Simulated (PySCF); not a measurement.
**NMR shielding calculation, with input and output: CH6Si**

- system: CH6Si, SMILES C[SiH3]
- method: GIAO PBE0/pcSseg-1 NMR shielding, non-relativistic, gas phase (PySCF 2.14.0)

The geometry comes from this level: PBE0-D3(BJ)/def2-SVP. Figures and captions count atoms from 1; the log counts them from 0 in places.

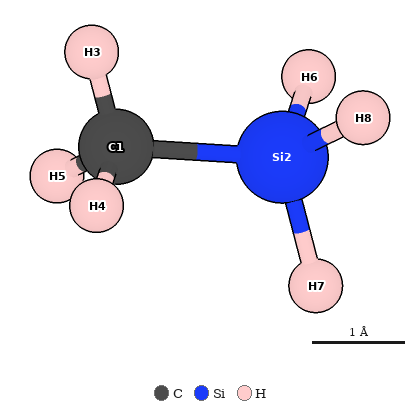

Fig. 1: The structure as given in the input (ball-and-stick view, seen at a tilt; atoms are numbered from 1 in the order of the input). Bond lengths as drawn: C–H 1.10 Å, C–Si 1.88 Å and H–Si 1.50 Å.

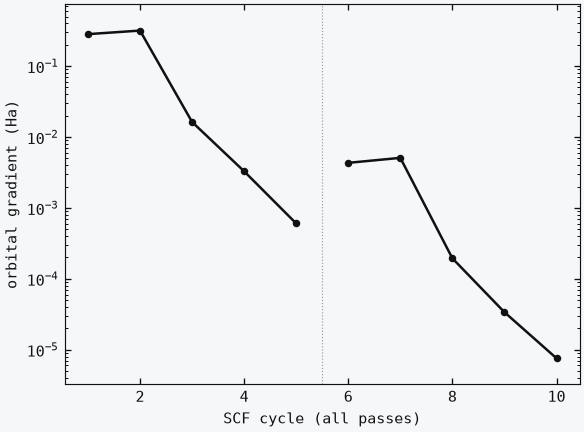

Fig. 2: Convergence of the self-consistent field: orbital gradient against the SCF cycle. The dotted line marks the change from a coarse to the final integration grid. The first 5 cycles use a coarse grid, the final grid takes over at cycle 6, and the field converges after 10 cycles in all.

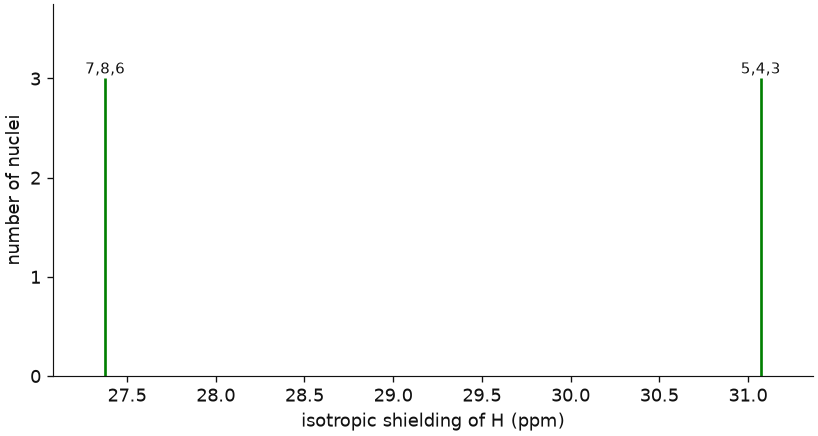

Fig. 3: Isotropic shieldings of the hydrogen nuclei in this fixed geometry, labelled by atom number; shielding grows to the right, so chemical shift grows to the left. The least shielded is H7 (27.4 ppm), the most shielded H3 (31.1 ppm).

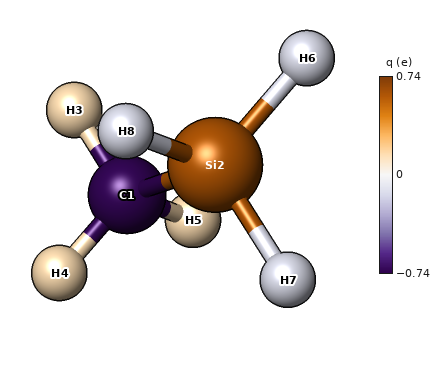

Fig. 4: IAO charges, as the colour of each atom (ball-and-stick view, seen at a tilt; atoms are numbered from 1 in the order of the input). By element: C −0.71, Si +0.60 and H −0.12 to +0.16 e.

The input and output of the run follow.

Input
```
{"job": {"kind": "nmr", "xc": "PBE0", "basis": "pcSseg-1"}, "charge": 0, "multiplicity": 1}
C     -0.982338    -0.115792     0.018499
Si     0.883199     0.106491    -0.027871
H     -1.440247     0.584295     0.733761
H     -1.249169    -1.139223     0.322664
H     -1.422235     0.072429    -0.972698
H      1.238948     1.501294    -0.435375
H      1.507020    -0.837983    -1.006035
H      1.482932    -0.152681     1.317926
```

The first line tells a small driver script what to run in PySCF; the rest is the geometry in Å.

Log
```
coarse grid: 6432 points
cycle   1  E = -330.9772474690  dE = -2.210e-01  |g| = 2.821e-01  |ddm| = 2.227e+00
cycle   2  E = -330.9709526907  dE =  6.295e-03  |g| = 3.167e-01  |ddm| = 4.509e-01
cycle   3  E = -330.9973929757  dE = -2.644e-02  |g| = 1.629e-02  |ddm| = 2.545e-01
cycle   4  E = -330.9974701078  dE = -7.713e-05  |g| = 3.281e-03  |ddm| = 2.124e-02
cycle   5  E = -330.9974720917  dE = -1.984e-06  |g| = 6.029e-04  |ddm| = 3.929e-03
final grid: 55368 points
cycle   6  E = -331.0086821731  dE = -7.339e-06  |g| = 4.317e-03  |ddm| = 9.351e-03
cycle   7  E = -331.0086801515  dE =  2.022e-06  |g| = 5.075e-03  |ddm| = 6.819e-03
cycle   8  E = -331.0086867999  dE = -6.648e-06  |g| = 1.942e-04  |ddm| = 3.830e-03
cycle   9  E = -331.0086868064  dE = -6.495e-09  |g| = 3.376e-05  |ddm| = 2.012e-04
cycle  10  E = -331.0086868067  dE = -2.470e-10  |g| = 7.561e-06  |ddm| = 4.821e-05
converged SCF energy = -331.0086868067

GIAO shielding tensors (ppm)
atom      isotropic    diamagn.    paramagn.     s11        s22        s33       span
  0 C      194.585     253.246     -58.661    188.612    197.561    197.582      8.970
  1 Si     421.171     879.196    -458.025    398.787    398.973    465.753     66.966
  2 H       31.072      30.114       0.958     26.676     28.155     38.384     11.708
  3 H       31.072      30.108       0.964     26.682     28.142     38.391     11.709
  4 H       31.072      30.102       0.970     26.677     28.153     38.385     11.708
  5 H       27.377      28.571      -1.194     24.401     25.433     32.298      7.897
  6 H       27.376      28.565      -1.189     24.402     25.427     32.300      7.898
  7 H       27.376      28.569      -1.192     24.402     25.428     32.299      7.897
```

Results in brief

| quantity | value |
| --- | --- |
| outcome | converged |
| total energy | −331.008687 hartree |
| HOMO | −9.28 eV |
| LUMO | 0.94 eV |
| dipole moment | 0.76 D |
| isotropic shielding, C | 194.6 ppm |
| isotropic shielding, Si | 421.2 ppm |
| isotropic shielding, H | 27.4 to 31.1 ppm |
| hardware | 1 CPU thread, shared host |
| wall time | 2.6 s |
| peak memory | 0.35 GiB |
